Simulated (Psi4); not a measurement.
# triplet SiCl3F: levels of theory compared

Aim: a comparison of 4 runs (UHF/STO-3G, UB3LYP/6-31G*, UDSD-PBEP86/cc-pVDZ, UTPSSh/cc-pVDZ) of triplet SiCl3F. 

The results are computed with Psi4 1.11.

**1. Starting point**

SiCl3F has 5 atoms, charge 0, and is taken as a triplet. As SMILES of the parent species, `F[Si](Cl)(Cl)Cl`. The coordinates come from a PBE0-D4/def2-TZVP relaxation. That shape belongs to the parent species and isn't relaxed for this state.

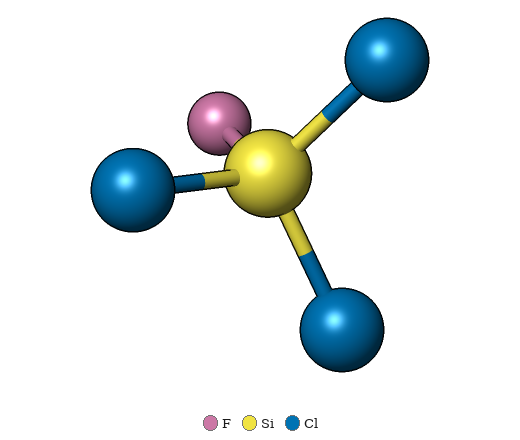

The structure, seen from a chosen angle (fluorine pink, silicon yellow, chlorine blue).

**2. The energy at UHF/STO-3G (run 1)**

The input, cl3fsi.dat:

```
memory 1600 MB

molecule {
  0 3
  F      0.865040    -0.916770     1.050170
  Si     0.034630    -0.036690     0.042040
  Cl    -1.606480     0.640470     0.993830
  Cl    -0.482630    -1.187850    -1.527970
  Cl     1.189430     1.500840    -0.558060
  units angstrom
  symmetry c1
  no_reorient
  no_com
}

set globals {
  basis         STO-3G
  reference     uhf
  puream        true
  e_convergence 1e-09
  d_convergence 1e-08
  scf_type      pk
  maxiter       100
}

E, wfn = energy("hf", return_wfn=True)
oeprop(wfn, "WIBERG_LOWDIN_INDICES", "LOWDIN_CHARGES", "QUADRUPOLE", title="HF")
```

Command:

```bash
psi4 -n 1 cl3fsi.dat cl3fsi.out
```

cl3fsi.out:

```text
[...]
  Running in c1 symmetry.
[...]
  Nuclear repulsion =  451.587218960179257
[...]
  Multiplicity = 3
[...]
  Nalpha       = 38
  Nbeta        = 36
[...]
    Number of basis functions: 41
[...]
   @UHF iter   1: -1747.11513330343246   -9.57801e-01   6.76141e-03 DIIS/ADIIS
[...]
   @UHF iter  13: -1747.19726041442391   -8.86757e-12   9.04234e-09 DIIS
[...]
   @S^2 Observed:                2.007620331E+00
[...]
    Orbital Energies [Eh]
    ---------------------
    Alpha Occupied:
       1A   -103.709899     2A   -103.709887     3A   -103.709883
       4A    -68.130918     5A    -25.918747     6A    -10.402521
       7A    -10.402282     8A    -10.402274     9A     -7.847178
      10A     -7.846976    11A     -7.846973    12A     -7.846754
      13A     -7.846580    14A     -7.846576    15A     -7.837800
      16A     -7.837711    17A     -7.837704    18A     -6.119361
      19A     -4.136101    20A     -4.133212    21A     -4.133211
      22A     -1.525134    23A     -1.117081    24A     -1.070648
      25A     -1.070644    26A     -0.702028    27A     -0.579243
      28A     -0.579242    29A     -0.572910    30A     -0.495003
      31A     -0.494999    32A     -0.473217    33A     -0.473215
      34A     -0.463330    35A     -0.454003    36A     -0.448248
[...]
  @UHF Final Energy: -1747.19726041442391
   => Energetics <=
    Nuclear Repulsion Energy =            451.5872189601792570
    One-Electron Energy =               -3325.9331344358638489
    Two-Electron Energy =                1127.1486550612607971
    Total Energy =                      -1747.1972604144239085
  UHF NO Occupations:
  HONO-2 :   36  A 1.9983254
  HONO-1 :   37  A 1.0000000
[...]
 Multipole Moments:
 ------------------------------------------------------------------------------------
     Multipole            Electronic (a.u.)      Nuclear  (a.u.)        Total (a.u.)
 ------------------------------------------------------------------------------------
 L = 1.  Multiply by 2.5417464519 to convert [e a0] to [Debye]
 Dipole X            :         13.5212028          -13.2741544            0.2470484
 Dipole Y            :        -14.3294195           14.0675559           -0.2618636
 Dipole Z            :         16.4141596          -16.1142805            0.2998792
 Magnitude           :                                                    0.4685434
 L = 2.  Multiply by 1.3450342976 to convert [e a0^2] to [Debye ang]
 Quadrupole XX       :       -320.6459929          280.8112024          -39.8347905
 Quadrupole XY       :        -55.2938545           55.1618960           -0.1319585
[...]
```

Wall time 1.7 s (1 thread of Intel Xeon 6975P-C (Granite Rapids), shared host); peak memory 0.19 GiB.

**3. A single-point energy at UB3LYP/6-31G(d) (spherical functions) (run 2)**

The input, input.inp:

```
memory 1600 mb

molecule m {
  0 3
  F      0.865040    -0.916770     1.050170
  Si     0.034630    -0.036690     0.042040
  Cl    -1.606480     0.640470     0.993830
  Cl    -0.482630    -1.187850    -1.527970
  Cl     1.189430     1.500840    -0.558060
  units angstrom
  symmetry c1
}

set basis 6-31G*
set reference uks
set puream true
set e_convergence 1e-09
set d_convergence 1e-08
set scf_type pk
set dft_radial_points 99
set dft_spherical_points 590
set maxiter 100

energy("b3lyp")
print_variables()
```

Command:

```bash
psi4 -n 1 input.inp input.out
```

input.out:

```text
[...]
  Running in c1 symmetry.
[...]
  Nuclear repulsion =  451.587218960179257
[...]
  Multiplicity = 3
[...]
  Nalpha       = 38
  Nbeta        = 36
[...]
    Number of basis functions: 86
[...]
   @UKS iter   1: -1769.76861422696470    3.91901e-01   5.08837e-03 DIIS/ADIIS
[...]
   @UKS iter  14: -1769.84977656821047   -5.91172e-12   4.75938e-09 DIIS
[...]
   @S^2 Observed:                2.004393294E+00
[...]
    Orbital Energies [Eh]
    ---------------------
    Alpha Occupied:
       1A   -101.567734     2A   -101.567721     3A   -101.567718
       4A    -66.191361     5A    -24.710271     6A     -9.503347
       7A     -9.503311     8A     -9.503308     9A     -7.264138
      10A     -7.264132    11A     -7.264130    12A     -7.261232
      13A     -7.261230    14A     -7.261209    15A     -7.255415
      16A     -7.255406    17A     -7.255404    18A     -5.354436
      19A     -3.711530    20A     -3.711530    21A     -3.709364
      22A     -1.215102    23A     -0.907001    24A     -0.876066
      25A     -0.876065    26A     -0.578779    27A     -0.497145
      28A     -0.487000    29A     -0.487000    30A     -0.432832
      31A     -0.432831    32A     -0.403280    33A     -0.403278
      34A     -0.393985    35A     -0.376684    36A     -0.365254
[...]
  @UKS Final Energy: -1769.84977656821047
   => Energetics <=
    Nuclear Repulsion Energy =            451.5872189601792570
    One-Electron Energy =               -3346.7592968598005427
    Two-Electron Energy =                1219.0949454774888636
    DFT Exchange-Correlation Energy =     -93.7726441460778375
    Empirical Dispersion Energy =           0.0000000000000000
    VV10 Nonlocal Energy =                  0.0000000000000000
    Total Energy =                      -1769.8497765682104728
[...]
 Multipole Moments:
 ------------------------------------------------------------------------------------
     Multipole            Electronic (a.u.)      Nuclear  (a.u.)        Total (a.u.)
 ------------------------------------------------------------------------------------
 L = 1.  Multiply by 2.5417464519 to convert [e a0] to [Debye]
 Dipole X            :          0.2471971           -0.3311685           -0.0839714
 Dipole Y            :         -0.2620411            0.3509818            0.0889406
 Dipole Z            :          0.3001451           -0.4020455           -0.1019004
 Magnitude           :                                                    0.1592022
[...]
```

Wall time 15 s (1 thread of Intel Xeon 6975P-C (Granite Rapids), shared host); peak memory 0.83 GiB.

**4. A single-point energy at UDSD-PBEP86/cc-pVDZ (density fitting for correlation) (run 3)**

The input, calc.dat:

```
memory 1600 mb

molecule geom {
  0 3
  F      0.865040    -0.916770     1.050170
  Si     0.034630    -0.036690     0.042040
  Cl    -1.606480     0.640470     0.993830
  Cl    -0.482630    -1.187850    -1.527970
  Cl     1.189430     1.500840    -0.558060
  symmetry c1
}

set reference uks
set puream true
set e_convergence 1e-09
set d_convergence 1e-08
set scf_type pk
set dft_radial_points 99
set dft_spherical_points 590
set num_frozen_docc 21
set maxiter 100

E = energy("dsd-pbep86/cc-pVDZ")
```

Command:

```bash
psi4 calc.dat calc.out -n 1
```

calc.out:

```text
[...]
  Running in c1 symmetry.
[...]
  Nuclear repulsion =  451.587218960179257
[...]
  Multiplicity = 3
[...]
  Nalpha       = 38
  Nbeta        = 36
[...]
    Number of basis functions: 86
[...]
   @UKS iter   1: -1767.96730410462078    2.82518e-01   3.93245e-03 ADIIS/DIIS
[...]
   @UKS iter  17: -1768.02214912273803    1.35287e-10   7.53709e-09 DIIS
[...]
   @S^2 Observed:                2.021489339E+00
[...]
    Orbital Energies [Eh]
    ---------------------
    Alpha Occupied:
       1A   -103.724793     2A   -103.724783     3A   -103.724781
       4A    -67.940704     5A    -25.759463     6A    -10.228492
       7A    -10.228471     8A    -10.228465     9A     -7.796198
      10A     -7.796189    11A     -7.796185    12A     -7.791413
      13A     -7.791404    14A     -7.791402    15A     -7.785958
      16A     -7.785948    17A     -7.785946    18A     -5.931789
      19A     -4.116296    20A     -4.116197    21A     -4.116197
      22A     -1.492578    23A     -1.099935    24A     -1.065638
      25A     -1.065632    26A     -0.726663    27A     -0.628576
      28A     -0.628576    29A     -0.628219    30A     -0.549943
      31A     -0.549941    32A     -0.505311    33A     -0.505306
      34A     -0.492723    35A     -0.477345    36A     -0.463839
[...]
  @UKS Final Energy: -1768.02214912273803
   => Energetics <=
    Nuclear Repulsion Energy =            451.5872189601792570
    One-Electron Energy =               -3346.2730531593006162
    Two-Electron Energy =                1159.6455445743390555
    DFT Exchange-Correlation Energy =     -32.9818594979555115
    Empirical Dispersion Energy =           0.0000000000000000
    VV10 Nonlocal Energy =                  0.0000000000000000
    Total Energy =                      -1768.0221491227380284
[...]
 Multipole Moments:
 ------------------------------------------------------------------------------------
     Multipole            Electronic (a.u.)      Nuclear  (a.u.)        Total (a.u.)
 ------------------------------------------------------------------------------------
 L = 1.  Multiply by 2.5417464519 to convert [e a0] to [Debye]
 Dipole X            :          0.2259158           -0.3311685           -0.1052527
 Dipole Y            :         -0.2395499            0.3509818            0.1114319
 Dipole Z            :          0.2742409           -0.4020455           -0.1278046
 Magnitude           :                                                    0.1995726
[...]
```

Wall time 28 s (1 thread of Intel Xeon 6975P-C (Granite Rapids), shared host); peak memory 0.99 GiB.

**5. Energy and gradient at UTPSSh/cc-pVDZ (run 4)**

The input, cl3fsi.in:

```
memory 1600 MB

molecule {
  0 3
  F
  Si 1 R2
  Cl 2 R3 1 A3
  Cl 2 R4 1 A4 3 D4
  Cl 2 R5 1 A5 4 D5

  R2 = 1.574944
  R3 = 2.014371
  A3 = 108.35847
  R4 = 2.014363
  A4 = 108.35813
  D4 = -119.99811
  R5 = 2.014369
  A5 = 108.35754
  D5 = -120.00038
  symmetry c1
}

set {
  basis cc-pVDZ
  reference uks
  puream true
  e_convergence 1e-09
  d_convergence 1e-08
  scf_type pk
  dft_radial_points 99
  dft_spherical_points 590
  maxiter 100
}

E, wfn = gradient('tpssh', return_wfn=True)
oeprop(wfn, 'LOWDIN_CHARGES', 'DIPOLE', 'MULLIKEN_CHARGES', title='TPSSH')
```

Command:

```bash
psi4 -i cl3fsi.in -o cl3fsi.out -n 1
```

cl3fsi.out (excerpt; [...] marks lines left out):

```text
[...]
  Running in c1 symmetry.
[...]
  Nuclear repulsion =  451.587217540802158
[...]
  Multiplicity = 3
[...]
  Nalpha       = 38
  Nbeta        = 36
[...]
    Number of basis functions: 86
[...]
   @UKS iter   1: -1769.85248667176188    4.22396e-01   5.21392e-03 ADIIS/DIIS
[...]
   @UKS iter  20: -1769.93621028516009   -6.82121e-13   8.70811e-09 DIIS
[...]
   @S^2 Observed:                2.003918236E+00
[...]
  @UKS Final Energy: -1769.93621028516009
   => Energetics <=
    Nuclear Repulsion Energy =            451.5872175408021576
    One-Electron Energy =               -3347.0703751512837698
    Two-Electron Energy =                1230.6342622799816127
    DFT Exchange-Correlation Energy =    -105.0873149546600871
    Empirical Dispersion Energy =           0.0000000000000000
    VV10 Nonlocal Energy =                  0.0000000000000000
    Total Energy =                      -1769.9362102851600866
[...]
  -Total Gradient:
     Atom            X                  Y                   Z
    ------   -----------------  -----------------  -----------------
       1        0.000002828251     0.000001362362     0.065367279384
       2       -0.000005298794     0.000001172974    -0.001734442036
       3        0.000008982641     0.103370133600    -0.021203978020
       4        0.089527274996    -0.051682754689    -0.021206483653
       5       -0.089526453938    -0.051688350541    -0.021203256063
[...]
 Multipole Moments:
 ------------------------------------------------------------------------------------
     Multipole            Electronic (a.u.)      Nuclear  (a.u.)        Total (a.u.)
 ------------------------------------------------------------------------------------
 L = 1.  Multiply by 2.5417464519 to convert [e a0] to [Debye]
 Dipole X            :         -0.0000388            0.0000033           -0.0000356
 Dipole Y            :         -0.0000027            0.0000006           -0.0000021
 Dipole Z            :         -0.4046606            0.6280936            0.2234330
 Magnitude           :                                                    0.2234330
[...]
  Mulliken Charges: (a.u.)
   Center  Symbol    Alpha    Beta     Spin     Total
       1     F     4.63160  4.62200  0.00959 -0.25360
       2    SI     7.17630  6.50010  0.67621  0.32360
       3    CL     8.73070  8.29263  0.43807 -0.02333
[...]
```

It took 2 min on 1 thread of Intel Xeon 6975P-C (Granite Rapids), shared host; peak memory 1.1 GiB.

**6. Overview of the runs**

| run | level | integration grid | frozen core orbitals | energy (Eh) | dipole moment (D) | HOMO energy (eV) | ⟨S²⟩ | wall time |
| --- | --- | --- | --- | --- | --- | --- | --- | --- |
| 1 | UHF/STO-3G | – | 0 | -1747.197260 | 1.19 | -2.31 | 2.008 | 1.7 s |
| 2 | UB3LYP/6-31G* (spherical functions) | 99 radial × 590 angular | 0 | -1769.849777 | 0.40 | -2.05 | 2.004 | 15 s |
| 3 | UDSD-PBEP86/cc-pVDZ (density fitting for correlation) | 99 radial × 590 angular | 21 | -1768.390034 | – | -3.39 | 2.021 | 28 s |
| 4 | UTPSSh/cc-pVDZ | 99 radial × 590 angular | 0 | -1769.936210 | 0.57 | -1.52 | 2.004 | 2 min |

**7. Outcome**

| quantity | value |
| --- | --- |
| run 4: total energy | -1769.93621 Eh |
| run 4: dipole moment | 0.57 D |
| run 4: HOMO energy (highest over α and β) | -1.52 eV |
| run 4: ⟨S²⟩ | 2.004 |
| run 4: largest force on an atom | 5.426 eV/Å |

What this shows: Over runs 1, 2, 4 the dipole moment (its size) runs from 0.40 D (UB3LYP/6-31G*) to 1.19 D (UHF/STO-3G). The two ends differ in method and basis. The two dipoles point in opposite directions. Totals of different functionals can't be ranked against each other. In run 1 the basis is minimal, so the values are rough. All runs together took 2.7 min, the longest 2 min.
